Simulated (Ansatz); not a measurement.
# What InH (model cell, started as zinc blende) distorts into, part 2 of 2

Aim: this structure of InH (model cell, started as zinc blende) is to be tested for unstable modes, and one is followed downhill.

Ansatz 0.2.0; DFT PBEsol, scalar-relativistic, plane waves, PAW.

So far, highest frequency on the path or at a solved wavevector (cm⁻¹): step 2 (phonons on a q mesh) 354. Also lowest frequency on the path (cm⁻¹): step 2 -829.

The structure was built from a prototype and need not be the compound's stable phase.

### Step 5. Energy along the mode, all amplitudes (two of the runs are shown above)

An imaginary frequency means negative curvature, so the energy should fall and then rise again as anharmonic terms take over.

Numbers from this step:

```
depth at the lowest point sampled  : 62.97 meV/atom
largest atomic shift at that point : 0.6 Å
```

Table of energy from the parent by largest atomic shift:

```tsv
largest atomic shift (Å)	energy from the parent (meV/atom)
0.000	0
0.040	-0.815
0.080	-3.32
0.140	-10.9
0.220	-25.6
0.320	-45.2
0.450	-62.6
0.600	-63.0
```

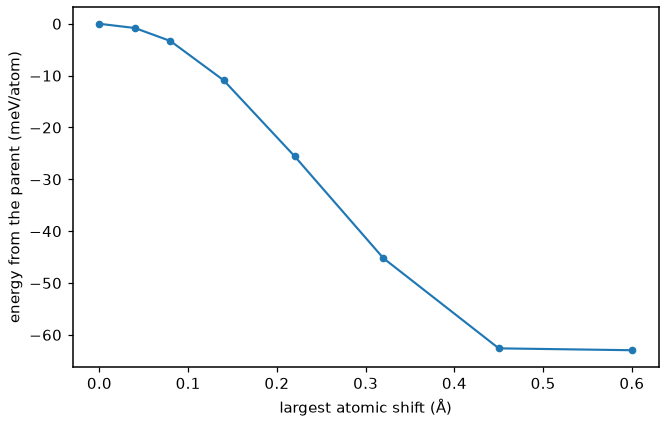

Energy from the parent, plotted against largest atomic shift.

Displacement at unit largest shift by atom:

```tsv
atom	x (Å)	y (Å)	z (Å)	size
In1	0.00	0.00	0.00	0.00
In2	0.00	0.00	0.00	0.00
H3	1.00	0.00	0.00	1.00
H4	-1.00	0.00	0.00	1.00
```

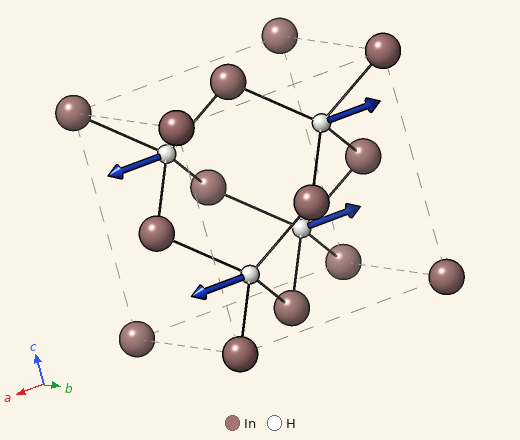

Displacement at unit largest shift as arrows, the longest 1 Å. Bonds to atoms that aren't drawn are left out. Some periodic images of atoms are drawn too.

The lowest of the steps tried is the last one, at 0.6 Å, 63.0 meV/atom below the parent; the bottom of the well need not coincide with a step.

### Step 6. Relaxing from the distorted cell

Starting from the lowest point found, all atoms and the cell are let go, so that strain and other modes of the same symmetry can join in.

Contents of input.yaml:

```yaml
crystal:
  lattice:
    - [0.0, -2.5418058941, -2.5418058941]
    - [0.0, 2.5418058941, -2.5418058941]
    - [5.0836117882, 0.0, 0.0]
  atoms:
    - { symbol: In, position: [0.5, 0.5, 0.5] }
    - { symbol: In, position: [0.0, 0.0, 0.0] }
    - { symbol: H, position: [0.0, 0.5, 0.8680263216] }
    - { symbol: H, position: [0.5, 0.0, 0.1319736784] }
kpoints:
  mp_grid: { grid: [10, 10, 8] }
hamiltonian:
  xc: pbesol
scf:
  occupations: { method: methfessel_paxton, width: 0.15 }
output:
  forces: true
  stress: true
  eigenvalues: true
relax:
  adjacent_minimum: "off"
  f_tol: 0.002
  max_steps: 120
  cell: { stress_tol: 0.03 }
```

Run with:

```bash
$ ansatz run input.yaml --threads 4 --pin off --max-ram 7168MiB --backend cpu --events-out ev --progress --plain --runs-dir out
```

Numbers of over 12 decimals in the logs are rounded to 6 here.

The program printed:

```text
[...]
Crystal: 4 atoms, lattice volume = 65.688 Å³
Basis set: ecut = 420 eV, 1281 PW (Γ), exchange–correlation on 50×50×72 points (8 copies of the dense FFT grid, shifted against one another)
Bands: 18, of which v1, the nominal top of the filled ones, is band 14 counted from 1 (13 counted from 0)
Symmetry: 8 space group operations
[...]
k-points: 105 of 800 (time reversal used)
[...]
SCF iter   1: F=—  HF=-11080.626322 eV  |F-HF|=—  |Δ(HF+E_count)|=         —  Δρ=6.08e-3  dr2=3.01e-2  ethr=1.77e-3  ⟨swp⟩=5.5  Hψ=9099  notcnv=0
[...]
SCF iter   8: F=-11080.613529 eV  HF=-11080.613529 eV  |F-HF|=6.60e-9  |Δ(HF+E_count)|=   4.21e-8  S|Δr|=    0.00e0  Δρ=4.64e-6  dr2=2.63e-8  ethr=3.57e-10  ⟨swp⟩=5.1  Hψ=7770  notcnv=0
SCF 1 converged in 8 iterations: F = -11080.613529 eV  dr2 = 2.63e-8
[...]
relax step   1: F+E_penalty+E_count = -11080.61352941 eV  Δ(F+E_penalty+E_count) = +0.000e0 eV  max|allowed force component| = 1.382e-1 eV/Å  Δτ_max = 0.0000 Å  P = +1.766 GPa  Ω = 65.688 Å³  (8 SCF iters, dr2 threshold 1.00e-7 eV, accepted)
Crystal: 4 atoms, lattice volume = 69.434 Å³
Basis set: ecut = 420 eV, 1353 PW (Γ), exchange–correlation on 50×50×72 points (8 copies of the dense FFT grid, shifted against one another)
[...]
SCF iter   6: F=-11080.629566 eV  HF=-11080.629566 eV  |F-HF|=6.64e-8  |Δ(HF+E_count)|=   1.34e-7  S|Δr|=    0.00e0  Δρ=9.58e-6  dr2=1.39e-7  ethr=1.43e-9  ⟨swp⟩=5.2  Hψ=8165  notcnv=0
SCF 2 converged in 6 iterations: F = -11080.629566 eV  dr2 = 1.39e-7
relax step   2: F+E_penalty+E_count = -11080.62956618 eV  Δ(F+E_penalty+E_count) = -1.604e-2 eV  max|allowed force component| = 2.694e-2 eV/Å  Δτ_max = 0.0580 Å  P = -0.726 GPa  Ω = 69.434 Å³  energy of the carried Pulay correction = -1.942e-3 eV  (6 SCF iters, dr2 threshold 4.00e-7 eV, accepted)
Crystal: 4 atoms, lattice volume = 68.338 Å³
Basis set: ecut = 420 eV, 1313 PW (Γ), exchange–correlation on 50×50×72 points (8 copies of the dense FFT grid, shifted against one another)
[...]
SCF iter   5: F=-11080.633447 eV  HF=-11080.633447 eV  |F-HF|=6.85e-8  |Δ(HF+E_count)|=   1.72e-7  S|Δr|=    0.00e0  Δρ=1.02e-5  dr2=1.63e-7  ethr=1.43e-9  ⟨swp⟩=3.0  Hψ=6858  notcnv=0
SCF 3 converged in 5 iterations: F = -11080.633447 eV  dr2 = 1.63e-7
relax step   3: F+E_penalty+E_count = -11080.63344660 eV  Δ(F+E_penalty+E_count) = -3.880e-3 eV  max|allowed force component| = 1.119e-3 eV/Å  Δτ_max = 0.0039 Å  P = -0.092 GPa  Ω = 68.338 Å³  energy of the carried Pulay correction = -1.385e-3 eV  (5 SCF iters, dr2 threshold 4.00e-7 eV, accepted)
[...]
relax step   4: F+E_penalty+E_count = -11080.63370205 eV  Δ(F+E_penalty+E_count) = -2.555e-4 eV  max|allowed force component| = 4.339e-4 eV/Å  Δτ_max = 0.0036 Å  P = +0.014 GPa  Ω = 68.164 Å³  energy of the carried Pulay correction = -1.296e-3 eV  (5 SCF iters, dr2 threshold 5.44e-8 eV, accepted)
[...]
relax step   5: F+E_penalty+E_count = -11080.63369939 eV  Δ(F+E_penalty+E_count) = +2.662e-6 eV  max|allowed force component| = 1.017e-3 eV/Å  Δτ_max = 0.0004 Å  P = +0.007 GPa  Ω = 68.185 Å³  energy of the carried Pulay correction = -1.307e-3 eV  (4 SCF iters, dr2 threshold 3.76e-9 eV, accepted)
[...]
SCF iter   6: F=-11080.635093 eV  HF=-11080.635093 eV  |F-HF|=7.28e-12  |Δ(HF+E_count)|=    0.00e0  S|Δr|=    0.00e0  Δρ=6.12e-8  dr2=5.43e-12  ethr=1.00e-12  ⟨swp⟩=5.2  Hψ=7372  notcnv=0
SCF 6 converged in 6 iterations: F = -11080.635093 eV  dr2 = 5.43e-12
relax step   6: F+E_penalty+E_count = -11080.63509251 eV  Δ(F+E_penalty+E_count) = -1.393e-3 eV  max|allowed force component| = 1.121e-3 eV/Å  Δτ_max = 0.0000 Å  P = +0.014 GPa  Ω = 68.185 Å³  stress off target by 2.75e-2 GPa  SCF on the basis re-selected at this cell (its energy is not comparable with the rows above)  (6 SCF iters)
basis re-selected at this cell: Δ(F+E_penalty+E_count) = -1.393e-3 eV, ΔP = +0.007 GPa vs the last step (what re-selecting the basis moved, of the pressure what is left beyond the Pulay correction that the steps carried, after the strain that the cell walked since its last selection, with what the two solves' SCF thresholds leave and, on support functions, any second-order correction that the steps lacked; it is no m [...]
SCF converged after 6 iterations
[...]
Free energy (F): -11080.635093 eV
[...]
Internal energy: -11080.634030 eV  (E = F + TS)
E sigma→0 (E₀):  -11080.634827 eV
Entropy (-TS):   -0.001063 eV (-0.266 meV/atom)
Fermi energy:    7.739761 eV
[...]
--- Forces (eV/Å), atoms counted from 1 ---
  atom   1  In     0.00000000    -0.00000000    -0.00000000
  atom   2  In     0.00000000    -0.00000000    -0.00000000
  atom   3  H      0.00112058    -0.00000000    -0.00000000
  atom   4  H     -0.00112058    -0.00000000    -0.00000000
  max |Σ_I F_I| component: 2.26e-16 eV/Å
--- Stress (GPa, compression-positive) ---
        0.027451       0.000000       0.000000
        0.000000       0.007769      -0.000000
        0.000000      -0.000000       0.007769
  P = ⅓ Tr σ = 0.0143 GPa (0.143 kbar)
--- Band table (eV; the first three rows and the last of 105) ---
  k-point 0: bands = [... 10 lower, -2.3504, 3.1211, 3.5556, 9.5410, 10.3617, 10.3617, 12.1589, 13.7487]
  k-point 1: bands = [... 10 lower, -2.2788, 2.1786, 4.5595, 9.6265, 10.4617, 10.4617, 12.1097, 13.7898]
  k-point 2: bands = [... 10 lower, -2.0750, 1.1894, 5.6792, 9.9204, 10.7558, 10.7558, 11.9829, 13.8285]
  k-point 104: bands = [... 10 lower, 2.6110, 2.6110, 4.4901, 4.9818, 7.3313, 7.3313, 8.3340, 8.6306]
--- Relaxed structure (5 steps of the walk, 5 accepted, 1 SCFs on fresh bases) ---
  F+E_penalty+E_count = -11080.63509251 eV   max|allowed force component| = 1.121e-3 eV/Å   (the final SCF, on the basis selected at the relaxed cell)
  cell:  # Å, volume = 68.1852 Å³
    - [0, -2.553108, -2.553108]
    - [0, 2.553108, -2.553108]
    - [5.230238, 0, 0]
  atoms:
    - { symbol: In, position: [0.500000, 0.500000, 0.5] }
    - { symbol: In, position: [0, 0, 0] }
    - { symbol: H, position: [0.0, 0.500000, 0.856589] }
    - { symbol: H, position: [0.500000, 0.0, 0.143411] }
```

The job ended after 43 s (4 threads of Arm Neoverse N1, shared host; peak memory 0.54 GiB; 2.5 min of CPU time).

Relaxation path:

```tsv
step	energy less that of the first step (eV)	largest force component (eV/Å)	pressure (GPa)	volume (Å³)
1	0.0000	0.1382	1.77	65.69
2	-0.0160	0.0269	-0.73	69.43
3	-0.0199	0.0011	-0.09	68.34
4	-0.0202	0.0004	0.01	68.16
5	-0.0202	0.0010	0.01	68.19
6*	-0.0216	0.0011	0.01	68.19
```

Relaxation steps marked * repeat the geometry before them on a plane-wave basis chosen anew for their cell, so energy and pressure can jump there.

Forces are held to the 8 operations that the run works with; a distortion that breaks them can't arise in this run.

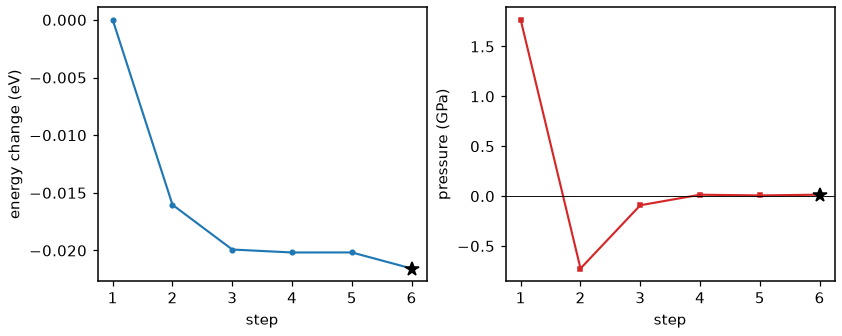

Energy and pressure along the relaxation. Stars mark steps on a basis chosen anew.

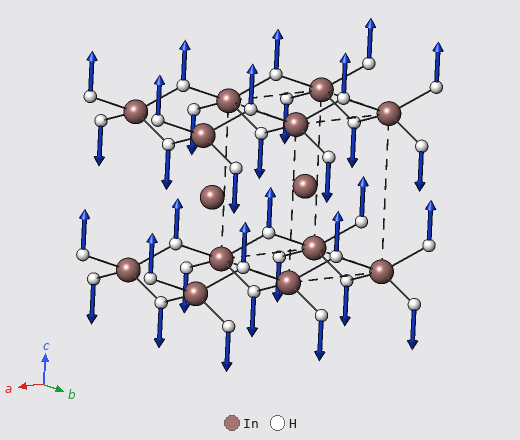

Displacements in the relaxation, exaggerated, measured against the changing cell; the longest in the cell stands for 0.06 Å. 2×1×1 cells are drawn. Some periodic images of atoms are drawn too.

```tsv
conventional cell, symmetrised	before	after	change
a (Å)	3.595	3.611	+0.4 %
b (Å)	3.595	3.611	+0.4 %
c (Å)	5.084	5.230	+2.9 %
volume (Å³/atom)	16.42	17.05	+3.8 %
```

The atoms that moved most (Å, as changes of fractional coordinates times the final cell):

```tsv
atom	dx	dy	dz	length
H3	-0.060	0.000	0.000	0.060
H4	0.060	0.000	0.000	0.060
```

Final coordinates:

```cif
data_structure
_symmetry_space_group_name_H-M 'P 1'
_symmetry_Int_Tables_number 1
_cell_length_a 3.6106
_cell_length_b 3.6106
_cell_length_c 5.2302
_cell_angle_alpha 90.000
_cell_angle_beta 90.000
_cell_angle_gamma 90.000
_cell_volume 68.19
loop_
_atom_site_label
_atom_site_type_symbol
_atom_site_fract_x
_atom_site_fract_y
_atom_site_fract_z
_atom_site_occupancy
In1 In 0.50000 0.50000 0.50000 1
In2 In 0.00000 0.00000 0.00000 1
H3 H 0.00000 0.50000 0.85659 1
H4 H 0.50000 0.00000 0.14341 1
```

This step gave:

| Item | Value |
| --- | --- |
| pressure | 0.01433 GPa |
| volume per atom | 17.05 Å³ |

The distorted start has space group P-4m2; the relaxation ends in P-4m2.

### Step 7. The new phase in its own primitive cell

The relaxed structure is symmetrised, reduced to its primitive cell and relaxed tightly, as its phonons need.

input.yaml, the sections that differ from step 6:

```yaml
crystal:
  lattice:
    - [3.6106400625, 0.0, 0.0]
    - [0.0, 3.6106400625, 0.0]
    - [0.0, 0.0, 5.2302377457]
  atoms:
    - { symbol: In, position: [0.5, 0.5, 0.5] }
    - { symbol: In, position: [0.0, 0.0, 0.0] }
    - { symbol: H, position: [0.0, 0.5, 0.8565885624] }
    - { symbol: H, position: [0.5, 0.0, 0.1434114376] }
relax:
  adjacent_minimum: "off"
  f_tol: 0.001
  max_steps: 60
  cell: { stress_tol: 0.01 }
# kpoints, hamiltonian, scf, output: as in step 6
```

The program printed:

```text
[...]
Crystal: 4 atoms, lattice volume = 68.185 Å³
Basis set: ecut = 420 eV, 1321 PW (Γ), exchange–correlation on 50×50×72 points (8 copies of the dense FFT grid, shifted against one another)
Bands: 18, of which v1, the nominal top of the filled ones, is band 14 counted from 1 (13 counted from 0)
Symmetry: 8 space group operations
[...]
k-points: 105 of 800 (time reversal used)
[...]
--- Relaxed structure (2 steps of the walk, 2 accepted, 1 SCFs on fresh bases) ---
[...]
cell:  # Å, volume = 68.2269 Å³
    - [3.610864, 0.0, 0]
    - [0.0, 3.610864, 0.0]
    - [0, 0.0, 5.232790]
  atoms:
    - { symbol: In, position: [0.500000, 0.500000, 0.500000] }
    - { symbol: In, position: [0, 0.0, 0] }
    - { symbol: H, position: [0, 0.500000, 0.856685] }
    - { symbol: H, position: [0.500000, 0.0, 0.143315] }
[key lines of the parts left out:]
SCF converged after 7 iterations
Free energy (F): -11080.635098 eV
Fermi energy:    7.733237 eV
P = ⅓ Tr σ = -0.0034 GPa (-0.034 kbar)
```

Elapsed: 23 s, on 4 threads; peak memory 0.53 GiB; 81 s of CPU time.

Little changed from the start: no atom moved by 0.005 Å and no cell edge by 0.1 %.

Numbers from this step:

- pressure: -0.003392 GPa
- volume per atom: 17.06 Å³

The largest force component left is 0.72 meV/Å and the pressure is -0.003 GPa, within the tolerances set. The cell now holds 17.06 Å³/atom.

### Step 8. Modes of the new phase, k-mesh 10×10×8

A relaxed structure may still be a saddle point, so its zone-centre modes are computed. No field response is asked, since the mesh shows no gap.

input.yaml, the sections that differ from step 7:

```yaml
crystal:
  lattice:
    - [3.6108644833, 0.0, 0.0]
    - [0.0, 3.6108644833, 0.0]
    - [0.0, 0.0, 5.2327904435]
  atoms:
    - { symbol: In, position: [0.5, 0.5, 0.5] }
    - { symbol: In, position: [0.0, 0.0, 0.0] }
    - { symbol: H, position: [0.0, 0.5, 0.8566847138] }
    - { symbol: H, position: [0.5, 0.0, 0.1433152862] }
output:
  eigenvalues: true
phonons:
  method: dfpt
# kpoints, hamiltonian, scf: as in step 7
# relax: removed
```

The program printed:

```text
zone centre: on kpoints.mp_grid the ground state, and the responses unless they are solved on pairs of k-points, stand on 180 of the mesh's 800 k-points, reduced under 4 symmetry operations, with k and −k counted as one. Each operation leaves every solved displacement unchanged or reverses it
[...]
Crystal: 4 atoms, lattice volume = 68.227 Å³
Basis set: ecut = 420 eV, 1321 PW (Γ), exchange–correlation on 50×50×72 points (8 copies of the dense FFT grid, shifted against one another)
Bands: 18, of which v1, the nominal top of the filled ones, is band 14 counted from 1 (13 counted from 0)
Symmetry: 8 space group operations
k-points: 180 of 800 (irreducible under 4 space group operations, time reversal used)
[...]
SCF iter   1: F=—  HF=-11080.648170 eV  |F-HF|=—  |Δ(HF+E_count)|=         —  Δρ=6.28e-3  dr2=3.15e-2  ethr=1.77e-3  ⟨swp⟩=6.7  Hψ=36317  notcnv=0  defer=7
automatic band count: the SCF goes on with 22 bands, as 18 were too few: they end inside the smearing window of the response
[...]
SCF iter   2: F=—  HF=-11080.638500 eV  |F-HF|=—  |Δ(HF+E_count)|=   9.67e-3  S|Δr|=    0.00e0  Δρ=3.36e-3  dr2=1.11e-2  ethr=1.12e-4  ⟨swp⟩=1.0  Hψ=5401  notcnv=0  defer=7
[...]
SCF iter  11: F=-11080.635098 eV  HF=-11080.635098 eV  |F-HF|=1.82e-12  |Δ(HF+E_count)|=  9.09e-12  S|Δr|=    0.00e0  Δρ=5.98e-8  dr2=3.76e-12  ethr=1.00e-12  ⟨swp⟩=9.6  Hψ=21000  notcnv=0
SCF 1 converged in 11 iterations: F = -11080.635098 eV  dr2 = 3.76e-12
[...]
DFPT response loops at Γ: preconditioner auto → Kerker (q_TF=auto, 2.352 Å⁻¹) (partly filled bands, converged f_vac=0.000); β = 1.00, the filter's whole step (`scf.mixing.beta` (0.50) is not read by the response loops under this deck's `scf.mixing.preconditioner`; to damp them name `kerker` or `kerker_dos`, under which they read `scf.mixing.beta`, and type it under 1.00, their step now; both keys bind the ground state too); Broyden in place of MSR1
SCF converged after 11 iterations
[...]
Free energy (F): -11080.635098 eV
[...]
Internal energy: -11080.634023 eV  (E = F + TS)
E sigma→0 (E₀):  -11080.634830 eV
Entropy (-TS):   -0.001075 eV (-0.269 meV/atom)
Fermi energy:    7.733237 eV
[...]
--- Band table (eV; the first three rows and the last of 180) ---
  k-point 0: bands = [... 10 lower, -2.3538, 3.1157, 3.5443, 9.5328, 10.3569, 10.3569, 12.1531, 13.7435, ... 4 higher]
  k-point 1: bands = [... 10 lower, -2.2823, 2.1720, 4.5495, 9.6180, 10.4568, 10.4568, 12.1040, 13.7844, ... 4 higher]
  k-point 2: bands = [... 10 lower, -2.0789, 1.1838, 5.6688, 9.9110, 10.7505, 10.7505, 11.9775, 13.8195, ... 4 higher]
  k-point 179: bands = [... 10 lower, 2.6054, 2.6054, 4.4833, 4.9749, 7.3254, 7.3254, 8.3291, 8.6255, ... 4 higher]
--- Phonons (Γ-DFPT): 7 representative perturbations + reference, on 180 of 800 k-points (Σ response iterations 25) ---
  k mesh reduced under 4 symmetry operations, with k and −k counted as one. Each operation leaves every solved displacement unchanged or reverses it
  ASR residual: 1.900e-5 → 0.000e0 eV/Å²; symmetrization residual: 7.528e-7 eV/Å²
  ASR residual per site (eV/Å²): 1.38e-5 1.90e-5 6.53e-6 6.53e-6
  Γ frequencies (cm⁻¹): -32.89 -32.89 0.00 0.00 0.00 89.41 234.78 234.78 407.66 704.51 1033.28 1033.28
  non-analytic LO–TO correction: not included (Born effective charges unavailable; polar crystals: no LO–TO splitting at Γ)
```

It took 1.8 min on 4 threads; peak memory 1.1 GiB.

Numbers from this step:

| Item | Value |
| --- | --- |
| sum-rule residual before enforcement | 1.90e-5 eV/Å² |
| point group | -42m |
| highest optical mode at the zone centre (no LO-TO term) | 1033 cm⁻¹ |
| lowest optical zone-centre mode | -32.89 cm⁻¹ |

Patterns of degenerate modes are one choice out of their space. The modes at Γ (shares of kinetic energy by element, %) (negative means imaginary):

```tsv
mode	frequency (cm⁻¹)	symmetry	In %	H %
1	-32.9	E	98	2
2	-32.9	E	98	2
3	0.0	acoustic	99	1
4	0.0	acoustic	99	1
5	0.0	acoustic	99	1
6	89.4	B2	99	1
7	234.8	E	2	98
8	234.8	E	2	98
9	407.7	B2	1	99
10	704.5	A1	0	100
11	1033.3	E	1	99
12	1033.3	E	1	99
```

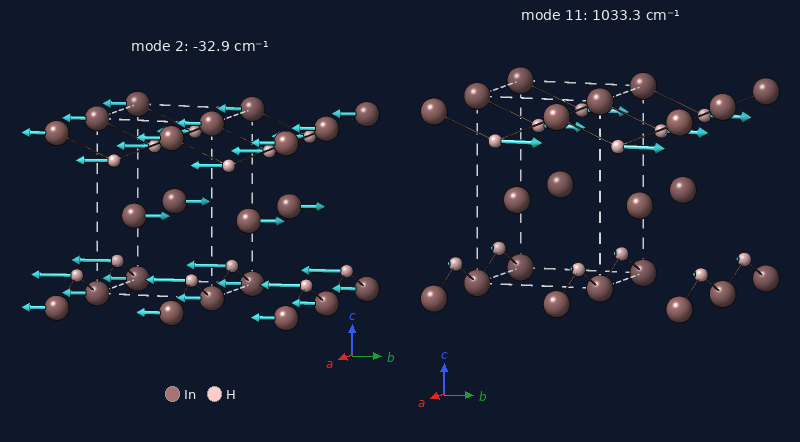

Displacement patterns of modes 2 and 11 at Γ; arrows are exaggerated. 2×2×1 cells are drawn. Some periodic images of atoms are drawn too.

Before it was imposed, the acoustic sum rule was missed by 1.9e-5 eV/Å². Small misses are needed for a sound result but don't prove that mesh and cutoff are converged. The lowest optical mode is imaginary, 32.9i cm⁻¹, so the energy falls along it.

### Step 9. Results

| Quantity | Value |
| --- | --- |
| unstable mode of the parent | q = (0, -0.5, -0.5), 829i cm⁻¹ |
| depth at the lowest point sampled | 63.0 meV/atom |
| largest atomic shift at that point | 0.6 Å |
| space group reached (within 0.01 Å) | P-4m2 |
| energy gained over the parent (first relaxation, on the mesh of the frozen mode) | 68.4 meV/atom |
| volume per atom, phase reached | 17.1 Å³ |
| lowest optical zone-centre mode, phase reached | -32.9 cm⁻¹ |
| highest optical mode at the zone centre (no LO-TO term), phase reached | 1033 cm⁻¹ |

In words: Along this mode the structure falls into P-4m2, 68.4 meV/atom below the parent. At the parent's cell the well is 62.97 meV/atom deep on the steps tried, with its lowest point at a shift of 0.6 Å. That is the last step tried, so the steps alone don't bracket the bottom of the well. Relaxing atoms and cell changes the gain by +5.43 meV/atom against the lowest step (energies at zero smearing). The new phase still has an imaginary mode at the zone centre of its cell, so it is a saddle point on the way to a lower structure. Of the 2 patterns followed to their end from this parent, this one ends 7.71 meV/atom above the lowest, R3m. Each path keeps the symmetry of its pattern, so a lower phase may lie along a pattern not tried. With no gap, or one that is small against the smearing, the frequencies hang on the k mesh and the smearing, most of all near Kohn anomalies. A phonon run warned that its eigensolver left some bands unconverged in a pass. The starting cell was built on a prototype and not taken from a measurement, so the phase need not exist.

[Logs are printed without paths, hosts, clocks, repeated set-up lines and the standing remarks that a program may print on its own settings, such as how far it seeks lower states.]

[Hosts, paths, dates, database ids (printed as entryN), source tags and the programs' standing remarks are cut or masked in the printed files.]
